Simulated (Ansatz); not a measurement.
BFH$_{2}$O···H$_{2}$

Input

```
crystal:
  periodic: [false, false, false]
  atoms:
    - { symbol: B, position_ang: [0.0, 0.0, 0.0] }
    - { symbol: O, position_ang: [0.0, 0.0, 1.76] }
    - { symbol: H, position_ang: [-0.9095, -0.2814, 2.0971] }
    - { symbol: F, position_ang: [1.1431, 0.0, -0.66] }
    - { symbol: H, position_ang: [-1.0305, 0.0, -0.595] }
    - { symbol: H, position_ang: [0.0668, 1.4124, 0.4698] }
    - { symbol: H, position_ang: [0.0544, 1.1498, 1.3187] }
basis:
  gaussian: { orbitals: "6-31G*" }
hamiltonian:
  xc: hf
relax:
  f_tol: 0.15
  max_steps: 25
  restrain:
    - { distance: [0, 5], at: 2.39, k: 30.0 }
    - { distance: [6, 1], at: 2.21, k: 30.0 }
    - { distance: [0, 1], at: 1.41, k: 30.0 }
    - { distance: [6, 5], at: 0.66, k: 30.0 }
output:
  orbitals: {}
```

Run with:

```sh
ansatz run input.yaml --threads 1 --pin off --max-ram 2048MiB --backend cpu --events-out ev --progress --plain --runs-dir out
```

The fields are those of the run's last geometry, not of the input's.

Not at a stationary point (largest force 1.4 eV/Å).

All numbers below come from RHF/6-31G* (Ansatz).

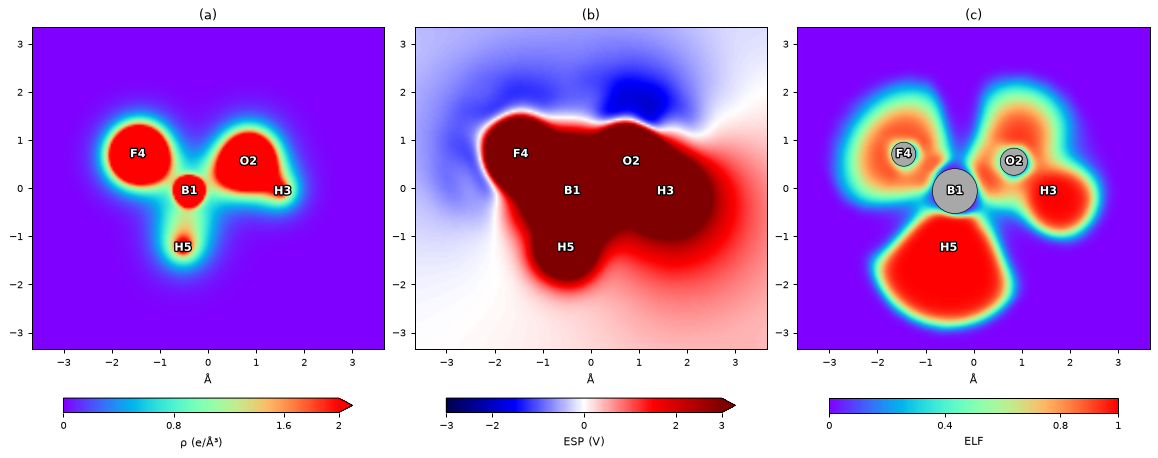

Figure 1. (a) total electron density; (b) molecular electrostatic potential; (c) electron localisation function on the plane of atoms O2, B1 and F4. Grey discs cover the atomic cores in the ELF map.

Question: Interpret the plot.

Answer: The section cuts through B, O, H and F sites. B–F (1.31 Å): ρ at the midpoint is about 2.3 e/Å³; the ELF peaks at about 0.85 between the atoms: a polar covalent bond. B–O (1.37 Å): ρ at the midpoint is about 2.1 e/Å³; the ELF peaks at about 0.90 between the atoms; a polar covalent bond. O–H (0.95 Å): ρ at the midpoint is about 3.8 e/Å³; the ELF climbs to about 1 towards the hydrogen, as it does in any bond to H: an ordinary covalent bond to hydrogen. B–H (1.19 Å): ρ at the midpoint is about 1.3 e/Å³; the ELF climbs to about 1 towards the hydrogen (an ordinary covalent bond to hydrogen). The ELF also peaks beside F4 and O2, away from the bonds: lone-pair regions. Outside the dense part of the complex the potential is most negative (−1.9 V) near O2.

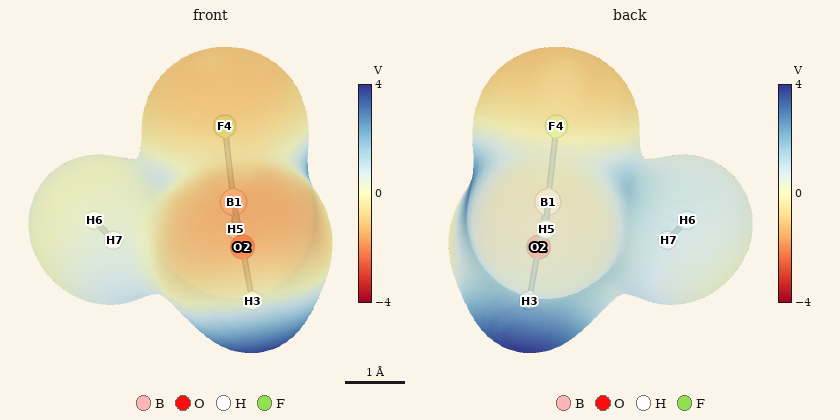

Figure 2. The electrostatic potential painted on the density surface at 0.004 e/bohr³, seen from the front and from behind; red is negative and blue positive.

Question: Describe the electrostatic potential map.

Answer: The most negative region (about −1.7 V) lies over O2, the most positive (about +3.9 V) over H3. O2 is the likeliest acceptor of a hydrogen bond.

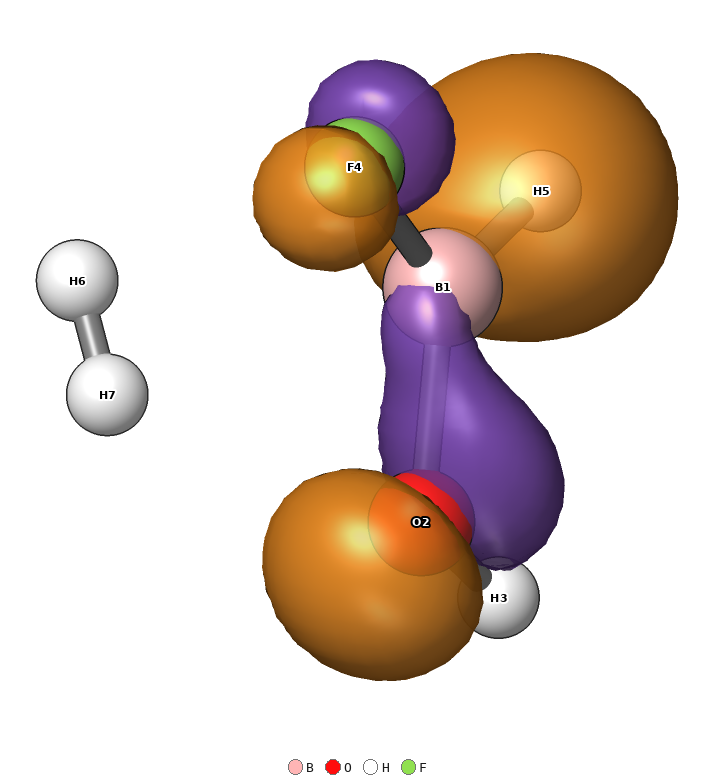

Figure 3. The HOMO at ±0.2 Å⁻³ᐟ² (orange and purple are the two phases), seen at an oblique angle.

Question: What is the character of this orbital?

Answer: By Hirshfeld shares it lies mainly on O2 (about 30 %), H5 (about 30 %), B1 (about 25 %) and F4 (about 10 %). Its energy is −13.90 eV.
